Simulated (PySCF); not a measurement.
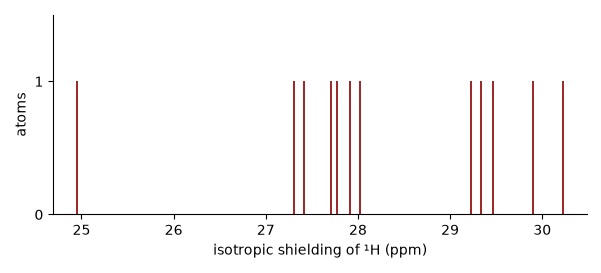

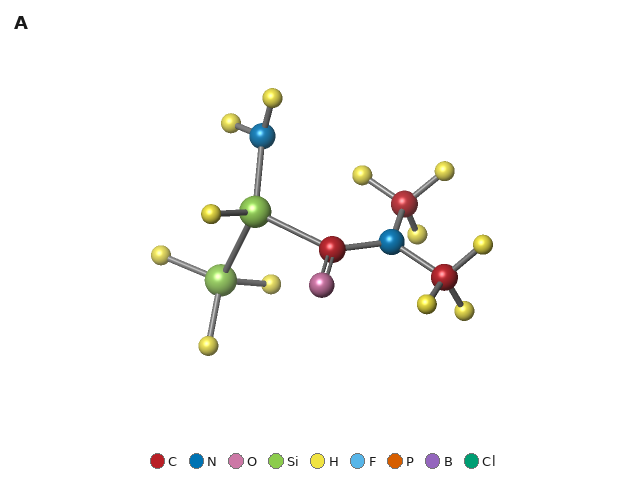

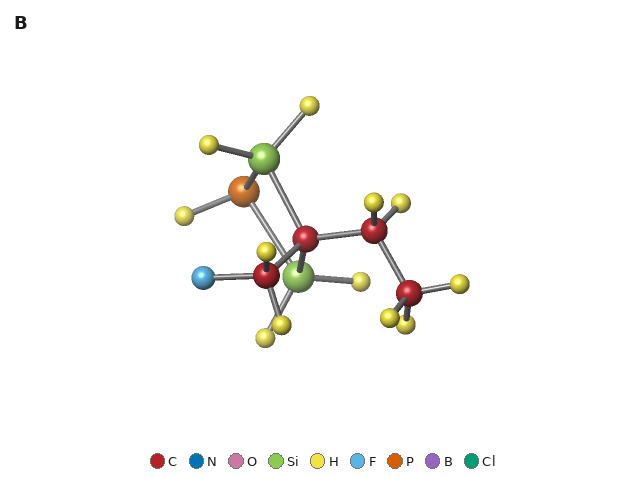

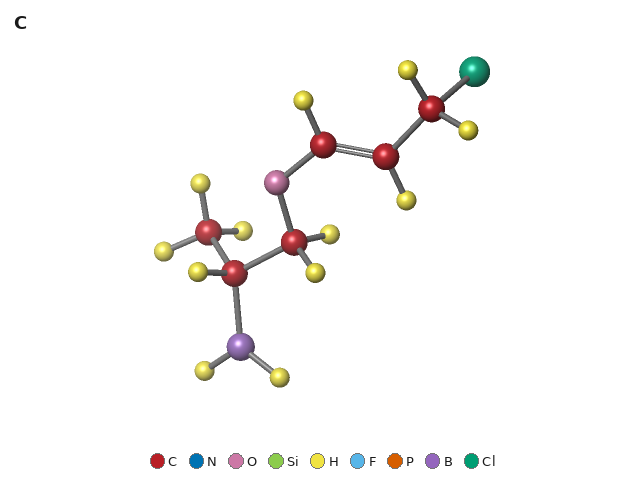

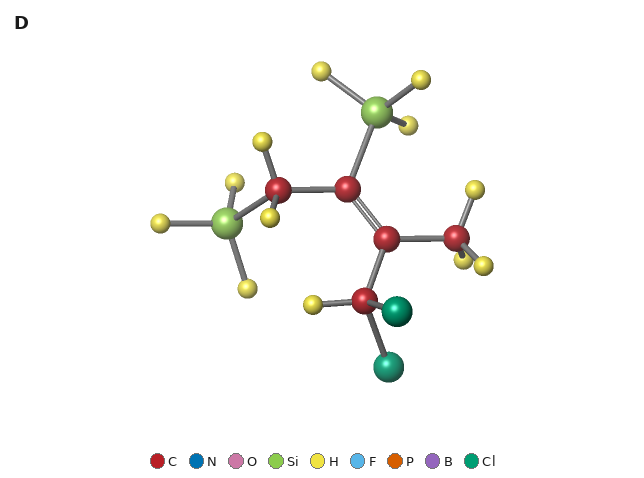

The sticks are computed shieldings of one of the molecules, for one fixed geometry (GFN2-xTB) without averaging over rotations. Low shielding means a high chemical shift. Method: GIAO PBE0/pcSseg-1 NMR shielding, non-relativistic, gas phase (PySCF 2.14.0).

Match the spectrum to a structure.

Answer. D, `C/C(=C(\[SiH3])C[SiH3])C(Cl)Cl`. Its 12 H atoms give lines at 24.96, 27.31, 27.42, 27.71, 27.77, 27.91, 28.02, 29.23, 29.33, 29.47, 29.90, 30.22 ppm.

The geometry is semi-empirical. Around B, P, Si such bond lengths and angles can be off by a tenth of an ångström or more and by several degrees, and values that hang on the shape move with them.
